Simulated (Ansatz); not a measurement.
C2H7BOSi

The calculation's input:

```
crystal:
  periodic: [false, false, false]
  atoms:
    - { symbol: C, position_ang: [-1.3902, -0.1362, -0.6101] }
    - { symbol: C, position_ang: [-0.0517, 0.3158, -0.1517] }
    - { symbol: Si, position_ang: [0.7843, -0.6768, 1.1595] }
    - { symbol: B, position_ang: [0.9271, 1.1478, -1.1462] }
    - { symbol: O, position_ang: [0.0789, 1.6601, 0.0147] }
    - { symbol: H, position_ang: [-2.1211, -0.1444, 0.2499] }
    - { symbol: H, position_ang: [-1.3569, -1.0828, -1.1097] }
    - { symbol: H, position_ang: [-1.8232, 0.659, -1.3497] }
    - { symbol: H, position_ang: [1.0642, -2.0226, 0.7163] }
    - { symbol: H, position_ang: [-0.0338, -0.7392, 2.3927] }
    - { symbol: H, position_ang: [2.0891, -0.0458, 1.5405] }
    - { symbol: H, position_ang: [1.9103, 1.01, -1.6723] }
basis:
  gaussian: { orbitals: def2-SVP }
hamiltonian:
  xc: b3lyp
relax:
  f_tol: 0.015
  max_steps: 40
output:
  orbitals: {}
```

Command:

```sh
ansatz run input.yaml --threads 2 --pin off --max-ram 3072MiB --backend cpu --events-out ev --progress --plain --runs-dir out
```

The fields are those of the relaxed geometry.

Computed with RKS B3LYP/def2-SVP in Ansatz 0.2.0.

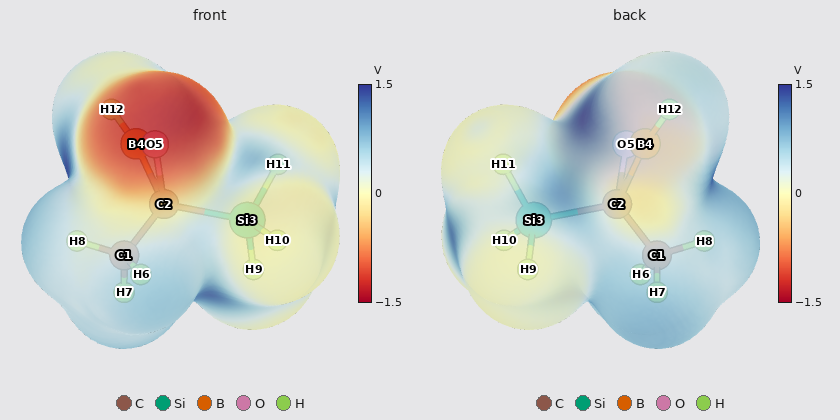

Figure 1. The electrostatic potential painted on the density surface at 0.002 e/bohr³, seen from the front and from behind; red is negative and blue positive.

Q: Which sites attract a positive test charge, and which a negative one?

A: A positive charge is drawn to the negative regions and a negative charge to the positive ones. The most negative region (about −1.3 V) lies over O5, the most positive (about +1.3 V) over Si3 and B4. O5 is the likeliest acceptor of a hydrogen bond.

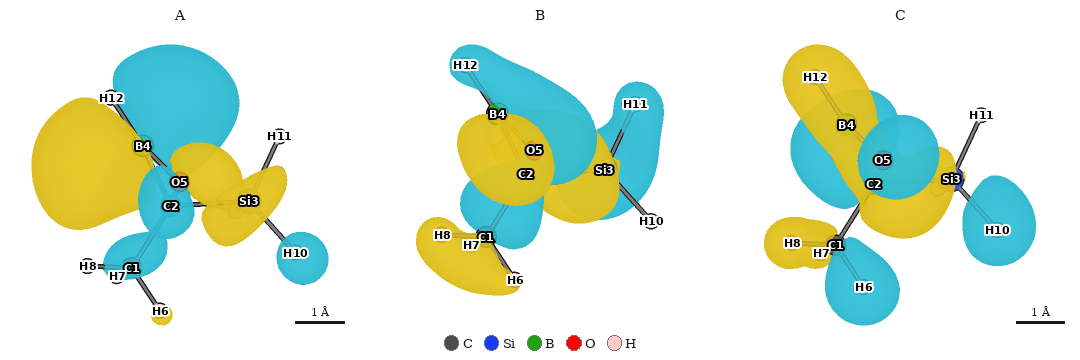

Figure 2. Three frontier orbitals at ±0.08 Å⁻³ᐟ² (yellow and cyan are the two phases), in no order.

Q: Order the three orbitals by energy and name them.

A: B is the HOMO−1 (−8.30 eV). Its weight (Hirshfeld) is mainly on O5 (about 35 %), C2 (about 20 %), Si3 (about 15 %), C1 (about 10 %) and B4 (about 5 %). C is the HOMO (−7.49 eV). By Hirshfeld shares it lies mainly on C2 (about 35 %), O5 (about 20 %), B4 (about 20 %), Si3 (about 10 %) and C1 (about 5 %). A is the LUMO (−0.55 eV). By Hirshfeld shares it lies mainly on B4 (about 55 %), O5 (about 15 %), H12 (about 10 %), C2 (about 5 %) and Si3 (about 5 %).

Q: What is the HOMO–LUMO gap?

A: 6.94 eV between the orbital energies.

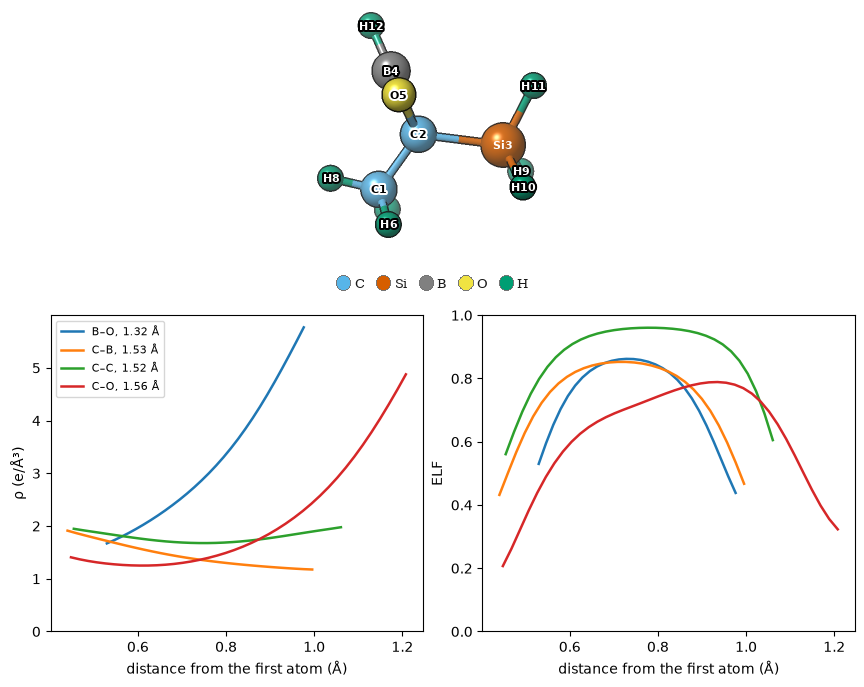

Figure 3. Electron density and ELF along straight lines between neighbouring atoms. The curves leave out the atomic cores. The structure is drawn too.

Q: What kind of bonding do the profiles show?

A: B–O (1.32 Å): the density is about 2.3 e/Å³ at the midpoint; the ELF peaks at about 0.85 between the atoms: a shared but strongly polarised pair.
C–B (1.53 Å): ρ at the midpoint is about 1.3 e/Å³; the ELF peaks at about 0.85 between the atoms (localised, covalent bonding).
C–C (1.52 Å): ρ is about 1.7 e/Å³ halfway; the ELF peaks at about 0.95 between the atoms: localised, covalent bonding.
C–O (1.56 Å): the density is about 1.4 e/Å³ at the midpoint, with its minimum of 1.3 e/Å³ about 0.6 Å from C; the ELF peaks at about 0.80 between the atoms: a polar covalent bond.
